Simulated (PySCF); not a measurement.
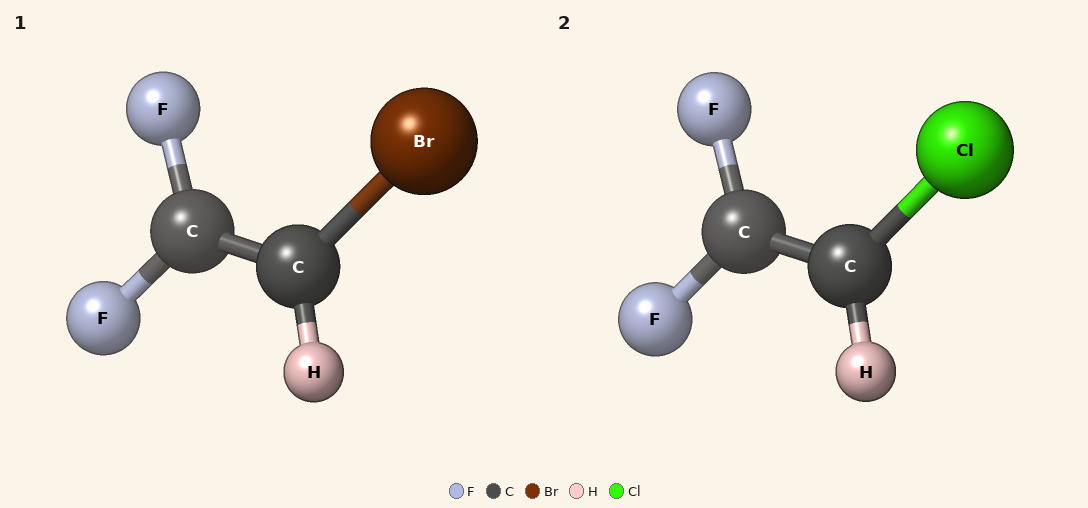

2 molecules with one skeleton, seen from the same side and at one scale. Each species is neutral and a spin singlet. Computed geometries: PBE0-D3(BJ)/def2-SVP optimisations, one conformation each. Properties computed with PySCF 2.14.0.

One atom differs, called X below: Br in panel 1, Cl in panel 2. Their formulas are C2HBrF2 (`FC(F)=CBr`), C2HClF2 (`FC(F)=CCl`).

> In which is the HOMO–LUMO gap larger (PBE0/def2-SVPD)?

In panel 2 (X = Cl).

> In which is the length of X–C larger (PBE0-D3(BJ)/def2-SVP)?

In panel 1 (X = Br).

Give the values. With PBE0-D3(BJ)/def2-SVP: length of X–C (Å), angle X–C–H (°). With PBE0/def2-SVPD: dipole moment (D), HOMO energy (Kohn–Sham orbital) (eV), HOMO–LUMO gap (eV), mean static polarisability (bohr³), lowest vertical singlet excitation (eV).

```csv
quantity,1 (Br),2 (Cl),2 − 1
length of X–C (Å),1.863,1.714,−0.149
angle X–C–H (°),117.5,117.6,+0.1
dipole moment (D),0.94,1.04,+0.10
HOMO energy (Kohn–Sham orbital) (eV),−7.42,−7.55,−0.13
HOMO–LUMO gap (eV),7.03,7.50,+0.47
mean static polarisability (bohr³),47.9,40.9,−7.0
lowest vertical singlet excitation (eV),5.43,6.20,+0.77
```
